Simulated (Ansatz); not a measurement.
Nb, as given below.

```
CELL_PARAMETERS angstrom
3.35411 0.00000 0.00000
0.00000 3.35411 0.00000
0.00000 0.00000 3.35411
ATOMIC_POSITIONS crystal
Nb 0.00000 0.00000 0.00000
Nb 0.50000 0.50000 0.50000
```

Structure used: the input geometry of an electronic-structure calculation (not necessarily at equilibrium); the starting structure was generated, so it need not be a known form of this composition.

Where will the first 4 clear peaks of its X-ray PDF lie (peak width σ = 0.12 Å), and from which pairs do they come?

1. 2.90 Å: Nb–Nb at 2.90 Å
2. 3.35 Å: Nb–Nb at 3.35 Å
3. 4.74 Å: Nb–Nb at 4.74 Å
4. 5.57 Å: Nb–Nb at 5.56–5.81 Å

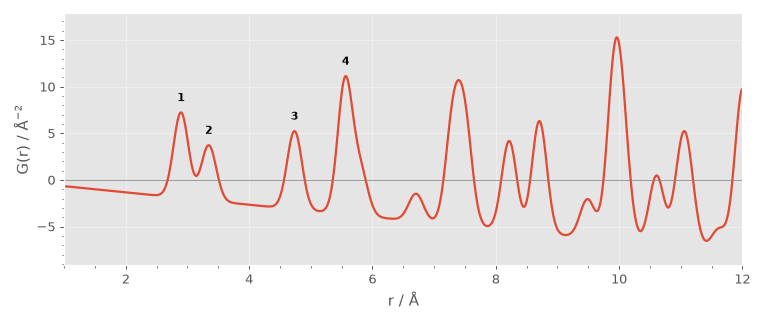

The curve is a calculated X-ray PDF: distances of the static structure, each pair weighted by the product of the atomic numbers (X-ray weights at Q = 0), broadened by Gaussians with σ = 0.12 Å, damped by exp(−(Q_damp r)²/2) with Q_damp = 0.020 Å⁻¹. No termination ripples are included.
